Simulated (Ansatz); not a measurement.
## CaCrSiH: relaxing a made-up structure

This structure for CaCrSiH is made up. Its elements were placed in a known structure type with a cell scaled to their sizes. What cell does the guess relax to, and how far off was it?

Program: Ansatz 0.2.0. Level of theory: DFT, PBEsol, plane-wave PAW, files of the set soft_1, scalar-relativistic, ferromagnetic start, cell and ions relaxed at zero pressure; PAW set soft_1. Results are calculated unless marked as measured.

**1. The structure**

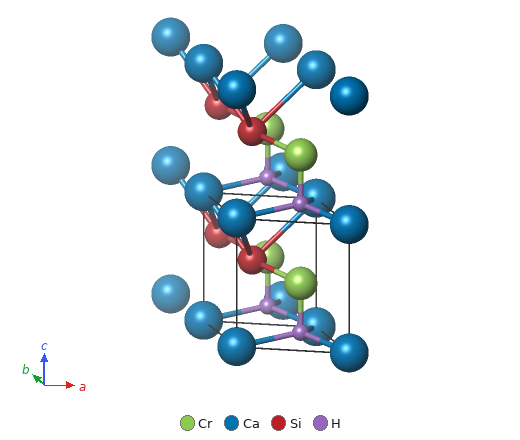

The starting structure, seen slightly off an axis (chromium green, calcium blue, silicon red, hydrogen purple). 1×2×2 cells are drawn. Bonds to atoms that aren't drawn are left out. Some periodic images of atoms are drawn too.

**2. Relaxation of the guess**

The guess takes its coordinates from another compound and its volume from a rule, so the cell and any free coordinates are relaxed together.

input.yaml reads:

```yaml
crystal:
  lattice:
    - [4.027, 0.0, 0.0]
    - [-2.0135, 3.487484301, 0.0]
    - [0.0, 0.0, 4.603]
  atoms:
    - { symbol: Cr, position: [0.666666667, 0.333333333, 0.4608], spin: 3.0 }
    - { symbol: Ca, position: [0.0, 0.0, 0.004] }
    - { symbol: Si, position: [0.333333333, 0.666666667, 0.558] }
    - { symbol: H, position: [0.666666667, 0.333333333, 0.0805] }
magnetization:
  spin_polarized: true
kpoints:
  mp_grid: { grid: [8, 8, 6] }
scf:
  occupations: { method: fermi_dirac, width: 0.05 }
hamiltonian:
  xc: pbesol
  pseudopotentials: { kind: paw, azcp: { folder: soft_1 }, xc_functional: pbe }
relax:
  f_tol: 0.015
  max_steps: 70
  cell: {}
output:
  forces: true
  stress: true
```

Started as:

```sh
> ansatz run input.yaml --threads 4 --pin off --max-ram 8192MiB --backend cpu --events-out ev --progress --plain --runs-dir out
```

Numbers of over 12 decimals in the logs are rounded to 6 here.

What it wrote:

```text
Engine: ansatz 0.2.0, aarch64-unknown-linux-gnu
Pseudopotentials: kind: paw
Pseudopotential: Cr, paw, valence charge 14, recommended cutoff 420 eV (normal), soft_1/Cr.paw.azcp
Pseudopotential: Ca, paw, valence charge 10, recommended cutoff 420 eV (normal), soft_1/Ca.paw.azcp
Pseudopotential: Si, paw, valence charge 4, recommended cutoff 420 eV (normal), soft_1/Si.paw.azcp
Pseudopotential: H, paw, valence charge 1, recommended cutoff 420 eV (normal), soft_1/H.paw.azcp
Functional definition: PBEsol
  exchange = pbesol_x
  correlation = pbesol_c
Crystal: 4 atoms, lattice volume = 64.645 Å³
Basis set: ecut = 420 eV, 1287 PW (Γ), exchange–correlation on 54×54×64 points (8 copies of the dense FFT grid, shifted against one another)
Bands: 20, of which v1, the nominal top of the filled ones, is band 15 counted from 1 (14 counted from 0)
Symmetry: 6 space group operations
Space group: P3m1 (ITA 156), of the structure as read, at distance tolerance 4.0e-5 Å
Magnetic group: BNS 156.49 (UNI 1279), of the structure as read, at distance tolerance 4.0e-5 Å
k-points: 50 of 384 (time reversal used)
Non-local potential: Cr, projectors of the file, l = 0: 3, l = 1: 2, l = 2: 3, l = 3: 1
Non-local potential: Ca, projectors of the file, l = 0: 3, l = 1: 2, l = 2: 2
Non-local potential: Si, projectors of the file, l = 0: 2, l = 1: 2, l = 2: 1
Non-local potential: H, projectors of the file, l = 0: 2, l = 1: 1
PAW form: soft (Blöchl's): semilocal exchange-correlation on the pseudo side does not see the compensation charge
PAW frozen core: Cr, regenerated for the run's functional, and the local potential with it (the file was generated under x = pbe(κ = 0.804, μ = 0.219515), c = pbe(β = 0.066725))
PAW frozen core: Ca, regenerated for the run's functional, and the local potential with it (the file was generated under x = pbe(κ = 0.804, μ = 0.219515), c = pbe(β = 0.066725))
PAW frozen core: Si, regenerated for the run's functional, and the local potential with it (the file was generated under x = pbe(κ = 0.804, μ = 0.219515), c = pbe(β = 0.066725))
PAW one-centre angular grid: Cr, 590 points (default); XC on 64 Gauss nodes
PAW one-centre angular grid: Ca, 110 points (default); XC on 64 Gauss nodes
PAW one-centre angular grid: Si, 110 points (default); XC on 64 Gauss nodes
PAW one-centre angular grid: H, 110 points (default); XC on 64 Gauss nodes
Initial density: superposition of atomic densities (chi_scale 0.1, normalization cell, long waves kept (reshape's long-wave potential 0.04 eV rms))
Starting moments: Σ|m| = 3 μB on 1 of 4 sites
Initial wavefunctions: pseudopotential atomic-orbital guess
Functional: x = pbesol(κ = 0.804, μ = 0.123457), c = pbesol(β = 0.046)
SCF iter   1: F=—  HF=-5780.912561 eV  |F-HF|=—  |Δ(HF+E_count)|=         —  Δρ=1.22e-1 (↑1.22e-1 ↓6.21e-2)  dr2=2.64e1  dr2_m=6.11e-1  M=2.853 μB ∫|m|=2.967 μB  β_m=0.30  ethr=3.10e-3  ⟨swp⟩=7.0  Hψ=11361  notcnv=0
Mixer restart at iter 1: flushing history
preconditioner: auto → Kerker (q_TF=auto, 2.387 Å⁻¹)  [metal: Δε(μ)=0.032 eV  Ē_g=5.732 eV  σ=0.050 eV  W_gap=0.16  n_scr=20 (ndim 8)  ℏωp=16.7 eV  f_vac=0.000  D(μ)=1.42/eV (n_scr^D=8)]
spin=Collinear: Kerker preconditioning applied to the charge; magnetization (m = ρ↑ − ρ↓) channel mixes plain (no charge-response kernel on spin).
SCF iter   2: F=—  HF=-5780.885783 eV  |F-HF|=—  |Δ(HF+E_count)|=   2.68e-2  Δρ=2.89e-2 (↑2.17e-2 ↓2.89e-2)  dr2=2.27e0  dr2_m=2.49e-2  M=2.827 μB ∫|m|=3.043 μB  β_m=0.34  ethr=3.10e-3  ⟨swp⟩=3.8  Hψ=5679  notcnv=0  defer=26
SCF iter   3: F=—  HF=-5780.362151 eV  |F-HF|=—  |Δ(HF+E_count)|=   5.24e-1  Δρ=1.57e-2 (↑1.49e-2 ↓1.57e-2)  dr2=3.31e-1  dr2_m=5.65e-2  M=2.833 μB ∫|m|=3.113 μB  β_m=0.67  ethr=3.10e-3  ⟨swp⟩=2.7  Hψ=3914  notcnv=0  defer=26
SCF iter   4: F=—  HF=-5780.397858 eV  |F-HF|=—  |Δ(HF+E_count)|=   3.57e-2  Δρ=1.12e-2 (↑1.12e-2 ↓2.55e-3)  dr2=1.58e-1  dr2_m=1.34e-2  M=2.847 μB ∫|m|=3.258 μB  β_m=0.83  ethr=1.14e-3  ⟨swp⟩=3.2  Hψ=4417  notcnv=0  defer=19
SCF iter   5: F=—  HF=-5780.481356 eV  |F-HF|=—  |Δ(HF+E_count)|=         —  Δρ=1.14e-2 (↑1.14e-2 ↓3.20e-3)  dr2=6.14e-2  dr2_m=3.07e-2  M=2.949 μB ∫|m|=3.434 μB  β_m=0.83  ethr=5.44e-4  ⟨swp⟩=2.5  Hψ=3218  notcnv=0  defer=21
Mixer restart at iter 5: flushing history
SCF iter   6: F=—  HF=-5780.475326 eV  |F-HF|=—  |Δ(HF+E_count)|=   6.03e-3  Δρ=6.87e-3 (↑6.87e-3 ↓2.49e-3)  dr2=3.98e-2  dr2_m=3.23e-3  M=2.926 μB ∫|m|=3.405 μB  β_m=0.68  ethr=2.12e-4  ⟨swp⟩=3.6  Hψ=4521  notcnv=0  defer=22
SCF iter   7: F=—  HF=-5780.474068 eV  |F-HF|=—  |Δ(HF+E_count)|=   1.26e-3  Δρ=1.93e-3 (↑1.93e-3 ↓1.03e-3)  dr2=2.05e-3  dr2_m=1.20e-3  M=2.948 μB ∫|m|=3.445 μB  β_m=0.79  ethr=1.37e-4  ⟨swp⟩=2.6  Hψ=4703  notcnv=0  defer=23
SCF iter   8: F=—  HF=-5780.473671 eV  |F-HF|=—  |Δ(HF+E_count)|=   3.97e-4  Δρ=4.49e-4 (↑1.93e-4 ↓4.49e-4)  dr2=2.84e-4  dr2_m=2.14e-5  M=2.951 μB ∫|m|=3.454 μB  β_m=0.90  ethr=7.08e-6  ⟨swp⟩=2.0  Hψ=2718  notcnv=0  defer=23
SCF iter   9: F=—  HF=-5780.473728 eV  |F-HF|=—  |Δ(HF+E_count)|=   5.75e-5  Δρ=1.78e-4 (↑1.78e-4 ↓4.72e-5)  dr2=2.93e-5  dr2_m=4.55e-6  M=2.954 μB ∫|m|=3.460 μB  β_m=0.95  ethr=9.78e-7  ⟨swp⟩=2.1  Hψ=2738  notcnv=0  defer=23
[...]
[... from here on, the SCF cycles and remarks between the steps are left out ...]
relax step   2: F+E_penalty+E_count = -5780.50989050 eV  Δ(F+E_penalty+E_count) = -3.618e-2 eV  max|allowed force component| = 1.546e-1 eV/Å  Δτ_max = 0.1100 Å  P = -0.929 GPa  Ω = 66.874 Å³  energy of the carried Pulay correction = -4.369e-4 eV  (9 SCF iters, dr2 threshold 4.00e-7 eV, accepted)
relax step   3: F+E_penalty+E_count = -5780.52317808 eV  Δ(F+E_penalty+E_count) = -1.329e-2 eV  max|allowed force component| = 2.094e-1 eV/Å  Δτ_max = 0.0522 Å  P = -0.291 GPa  Ω = 65.853 Å³  energy of the carried Pulay correction = -2.387e-4 eV  (8 SCF iters, dr2 threshold 4.00e-7 eV, accepted)
relax step   4: F+E_penalty+E_count = -5780.53882185 eV  Δ(F+E_penalty+E_count) = -1.564e-2 eV  max|allowed force component| = 1.718e-1 eV/Å  Δτ_max = 0.0340 Å  P = +0.268 GPa  Ω = 64.824 Å³  energy of the carried Pulay correction = -3.573e-5 eV  (9 SCF iters, dr2 threshold 4.00e-7 eV, accepted)
relax step   5: F+E_penalty+E_count = -5780.56260471 eV  Δ(F+E_penalty+E_count) = -2.378e-2 eV  max|allowed force component| = 3.320e-1 eV/Å  Δτ_max = 0.0655 Å  P = +0.226 GPa  Ω = 63.356 Å³  energy of the carried Pulay correction = +2.596e-4 eV  (8 SCF iters, dr2 threshold 4.00e-7 eV, accepted)
relax step   6: F+E_penalty+E_count = -5780.58701948 eV  Δ(F+E_penalty+E_count) = -2.441e-2 eV  max|allowed force component| = 3.053e-1 eV/Å  Δτ_max = 0.1042 Å  P = +0.704 GPa  Ω = 61.334 Å³  energy of the carried Pulay correction = +6.775e-4 eV  (8 SCF iters, dr2 threshold 4.00e-7 eV, accepted)
relax step   7: F+E_penalty+E_count = -5780.61131491 eV  Δ(F+E_penalty+E_count) = -2.430e-2 eV  max|allowed force component| = 9.988e-3 eV/Å  Δτ_max = 0.1350 Å  P = -0.563 GPa  Ω = 61.960 Å³  energy of the carried Pulay correction = +5.467e-4 eV  (9 SCF iters, dr2 threshold 4.00e-7 eV, accepted)
relax step   8: F+E_penalty+E_count = -5780.57181976 eV  Δ(F+E_penalty+E_count) = +3.950e-2 eV  max|allowed force component| = 4.517e-1 eV/Å  Δτ_max = 0.1034 Å  P = +1.456 GPa  Ω = 59.954 Å³  energy of the carried Pulay correction = +9.705e-4 eV  (9 SCF iters, dr2 threshold 4.00e-7 eV, rejected (line search))
relax step   9: F+E_penalty+E_count = -5780.61698014 eV  Δ(F+E_penalty+E_count) = -5.665e-3 eV  max|allowed force component| = 3.540e-3 eV/Å  Δτ_max = 0.0064 Å  P = +0.047 GPa  Ω = 61.125 Å³  energy of the carried Pulay correction = +7.216e-4 eV  (13 SCF iters, accepted)
relax step  10: F+E_penalty+E_count = -5780.61718221 eV  Δ(F+E_penalty+E_count) = -2.021e-4 eV  max|allowed force component| = 5.256e-4 eV/Å  Δτ_max = 0.0006 Å  P = +0.010 GPa  Ω = 61.203 Å³  energy of the carried Pulay correction = +7.051e-4 eV  (6 SCF iters, dr2 threshold 1.65e-7 eV, accepted)
relax step  11: F+E_penalty+E_count = -5780.61744644 eV  Δ(F+E_penalty+E_count) = -2.642e-4 eV  max|allowed force component| = 5.411e-4 eV/Å  Δτ_max = 0.0000 Å  P = +0.034 GPa  Ω = 61.203 Å³  stress off target by 3.68e-2 GPa  SCF on the basis re-selected at this cell (its energy is not comparable with the rows above)  (10 SCF iters)
basis re-selected at this cell: Δ(F+E_penalty+E_count) = -2.642e-4 eV, ΔP = +0.024 GPa vs the last step (what re-selecting the basis moved, of the pressure what is left beyond the Pulay correction that the steps carried, after the strain that the cell walked since its last selection, with what the two solves' SCF thresholds leave and, on support functions, any second-order correction that the steps lacked; it is no measure of the basis error at this ecutwfc). The dense FFT grid was sized anew with the basis: this SCF ran on 30×30×27 points, the steps before it on 27×27×32, so part of this shift can come from that change (see relax.cell in the input reference). [rest of the remark cut]
SCF converged after 10 iterations
Magnetization: 3.0032 μB (16.0016 up, 12.9984 down)
Absolute magnetization: 3.7007 μB (∫|ρ↑−ρ↓|, with the PAW one-centre terms)
Spin contamination: 0.2346 ħ² per cell (⟨S²⟩ above its minimum at these occupations)
Per-site moments (μB) at R_I (Å): [(2.385885, 0.812437), (0.014030, 1.008705), (-0.136681, 1.008705), (-0.015521, 0.812437)]
Free energy (F): -5780.617446 eV
Harris-Foulkes:  -5780.617446 eV  (|F-HF|=0.00e0)
Internal energy: -5780.604628 eV  (E = F + TS)
E sigma→0 (E₀):  -5780.611037 eV
Entropy (-TS):   -0.012818 eV (-3.205 meV/atom)
Fermi energy:    9.395864 eV
--- Per-component energies (eV) ---
  E_band       = -375.096528
  E_kinetic    = 610.069736
  E_local      = -2574.383408  (includes V_loc(G=0)·N_el)
  E_nonlocal   = 163.462643
  E_hartree    = 1069.390460
  E_xc         = -305.738663
  E_vxc        = -363.444105  (∫ρ·V_xc dr)
  E_paw        = -2536.368671  (= ΣΔE_a)
  E_vpaw       = -349.582489  (= ΣTr[D̂ρ^β])
  E_aug_tail   = 0.000152  (compensation charges beyond the density's cutoff)
  E_ewald      = -2207.347231
  E_core_change = 0.310355  (= ΣΔE_core)
  E_smearing   = -0.012818  (= −TS)
  E_closure    = 0.000000  (closes the sum)
  Σ components = -5780.617446   (vs F -5780.617446, Δ=0.00e0)
--- Forces (eV/Å), atoms counted from 1 ---
  atom   1  Cr    -0.00000000     0.00000000     0.00054119
  atom   2  Ca     0.00000000     0.00000000    -0.00010458
  atom   3  Si    -0.00000000    -0.00000000    -0.00031504
  atom   4  H     -0.00000000     0.00000000    -0.00012139
  max |Σ_I F_I| component: 1.77e-7 eV/Å
--- Stress (GPa, compression-positive) ---
        0.036820      -0.000000      -0.000000
       -0.000000       0.036820      -0.000000
       -0.000000      -0.000000       0.027685
  P = ⅓ Tr σ = 0.0338 GPa (0.338 kbar)
--- Relaxed structure (10 steps of the walk, 9 accepted, 1 SCFs on fresh bases) ---
  F+E_penalty+E_count = -5780.61744644 eV   max|allowed force component| = 5.411e-4 eV/Å   (the final SCF, on the basis selected at the relaxed cell)
  cell:  # Å, volume = 61.2028 Å³
    - [4.235461, 0, 0]
    - [-2.117730, 3.668017, -1.1923181371275892e-17]
    - [0, -1.573696083332382e-17, 3.939484]
  atoms:
    - { symbol: Cr, position: [0.666667, 0.333333, 0.525793] }
    - { symbol: Ca, position: [-8.718808426349317e-18, -2.668947538262514e-17, 0.025826] }
    - { symbol: Si, position: [0.333333, 0.666667, 0.525837] }
    - { symbol: H, position: [0.666667, 0.333333, 0.025843] }
```

The job ended after 43 s (4 threads of Arm Neoverse V1, shared host; peak memory 0.48 GiB).

The steps of the relaxation:

| step | energy less that of the first step (eV) | largest force component (eV/Å) | pressure (GPa) | volume (Å³) |
| --- | --- | --- | --- | --- |
| 1 | 0.0000 | 0.4311 | 0.78 | 64.64 |
| 2 | -0.0362 | 0.1546 | -0.93 | 66.87 |
| 3 | -0.0495 | 0.2094 | -0.29 | 65.85 |
| 4 | -0.0651 | 0.1718 | 0.27 | 64.82 |
| 5 | -0.0889 | 0.3320 | 0.23 | 63.36 |
| 6 | -0.1133 | 0.3053 | 0.70 | 61.33 |
| 7 | -0.1376 | 0.0100 | -0.56 | 61.96 |
| 8 | -0.0981 | 0.4517 | 1.46 | 59.95 |
| 9 | -0.1433 | 0.0035 | 0.05 | 61.12 |
| 10 | -0.1435 | 0.0005 | 0.01 | 61.20 |
| 11* | -0.1437 | 0.0005 | 0.03 | 61.20 |

Relaxation steps marked * repeat the geometry before them on a plane-wave basis chosen anew for their cell, so energy and pressure can jump there. Relaxation step 8 was tried and not accepted.

Forces are held to the 6 operations that the run works with; a distortion that breaks them can't arise in this run.

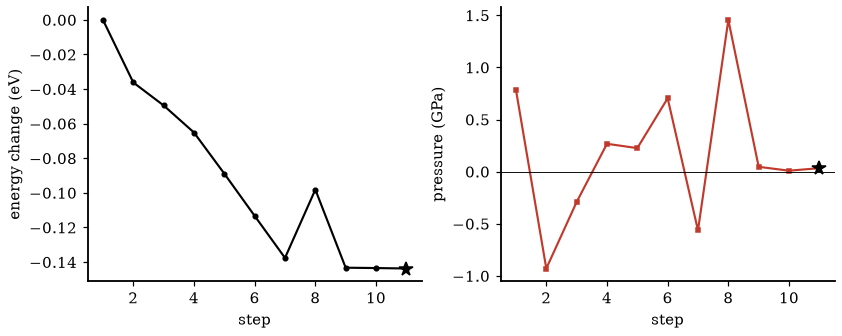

Energy and pressure along the relaxation. Stars mark steps on a basis chosen anew.

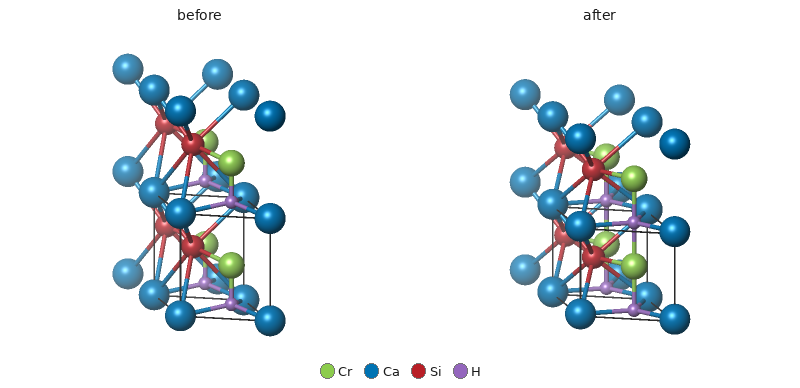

Before and after, at one scale. Bonds to atoms that aren't drawn are left out.

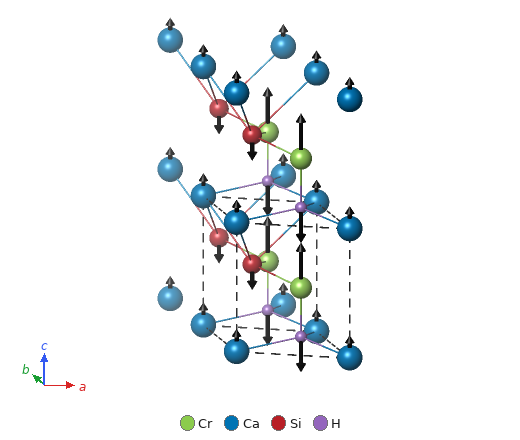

Displacements in the relaxation, exaggerated, measured against the changing cell; the longest in the cell stands for 0.26 Å. Bonds to atoms that aren't drawn are left out. 1×2×2 cells are drawn. Some periodic images of atoms are drawn too.

| cell as run | before | after | change |
| --- | --- | --- | --- |
| a (Å) | 4.027 | 4.235 | +5.2 % |
| b (Å) | 4.027 | 4.235 | +5.2 % |
| c (Å) | 4.603 | 3.939 | -14.4 % |
| volume (Å³/atom) | 16.16 | 15.30 | -5.3 % |

The atoms that moved most (Å, as changes of fractional coordinates times the final cell):

| atom | dx | dy | dz | length |
| --- | --- | --- | --- | --- |
| Cr1 | 0.000 | 0.000 | 0.256 | 0.256 |
| H4 | 0.000 | 0.000 | -0.215 | 0.215 |
| Si3 | 0.000 | 0.000 | -0.127 | 0.127 |
| Ca2 | 0.000 | 0.000 | 0.086 | 0.086 |

Final coordinates:

```cif
data_structure
_symmetry_space_group_name_H-M 'P 1'
_symmetry_Int_Tables_number 1
_cell_length_a 4.2355
_cell_length_b 4.2355
_cell_length_c 3.9395
_cell_angle_alpha 90.000
_cell_angle_beta 90.000
_cell_angle_gamma 120.000
_cell_volume 61.20
loop_
_atom_site_label
_atom_site_type_symbol
_atom_site_fract_x
_atom_site_fract_y
_atom_site_fract_z
_atom_site_occupancy
Cr1 Cr 0.66667 0.33333 0.52579 1
Ca2 Ca 0.00000 0.00000 0.02583 1
Si3 Si 0.33333 0.66667 0.52584 1
H4 H 0.66667 0.33333 0.02584 1
```

Numbers from this step:

```yaml
free_energy: -5780.6174 eV
energy_at_zero_smearing: -5780.6110 eV
smearing_term_ts: 0.01282 eV
fermi_energy: 9.396 eV
magnetization: 3.003 μB
absolute_magnetization: 3.701 μB
site_moments: 2.386, 0.01403, -0.1367, -0.01552 μB
electrons: 29
symmetry_operations: 6
pressure: 0.03377 GPa
```

Site moment by atom:

| atom | site moment (μB) |
| --- | --- |
| Cr1 | 2.39 |
| Ca2 | 0.01 |
| Si3 | -0.14 |
| H4 | -0.02 |

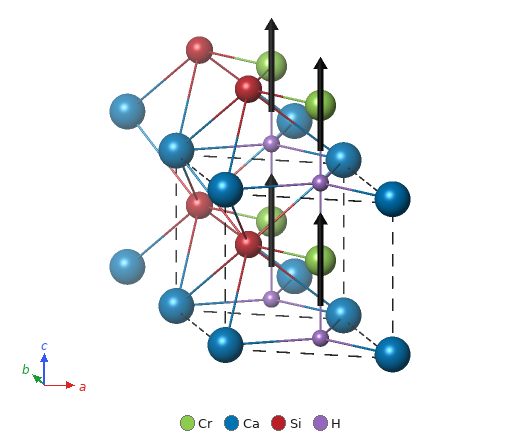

Site moment as arrows, the longest 2.39 μB. Up and down stand for the sign. Arrows give size and sign along the axis of quantisation, drawn up and down the page. 1×2×2 cells are drawn. Some periodic images of atoms are drawn too.

Shortest distances by pair of elements, guess and relaxed (not always the same contact):

| pair | guess (Å) | relaxed (Å) |
| --- | --- | --- |
| Cr–H | 1.751 | 1.970 |
| Ca–H | 2.352 | 2.445 |
| Cr–Si | 2.368 | 2.445 |
| Ca–Cr | 3.135 | 3.140 |
| Ca–Si | 3.102 | 3.140 |

The relaxation ends with a largest force component of 5.4e-4 eV/Å and a pressure of 0.03 GPa.

**3. What came out**

```yaml
space_group_relaxed: P-6m2
conventional_cell: a = 4.235, b = 4.235, c = 3.939 Å; α = 90.0°, β = 90.0°, γ = 120.0°
volume_per_atom: 15.30 Å³ (guess 16.16)
total_moment: 3.00 μB in the cell of 4 atoms
```

**Reading.** CaCrSiH relaxes to P-6m2 with a = 4.235, b = 4.235 and c = 3.939 Å. The guessed volume was 6 % too large. The symmetry rose from P3m1 to P-6m2, so the distortion of the structure type doesn't survive with these elements. The input starts from parallel moments, and no other start was typed. Mesh and cutoff weren't tested. A vector of the cell changed its length by 14 %, more than the volume shows. No dispersion term is used, so weakly bound directions may come out too long. Nothing here tests whether the compound is stable against decomposition.

[Logs are printed without paths, hosts, clocks, repeated set-up lines and the standing remarks that a program may print on its own settings, such as how far it seeks lower states.]

[Hosts, paths, dates, database ids (printed as entryN), source tags and the programs' standing remarks are cut or masked in the printed files.]
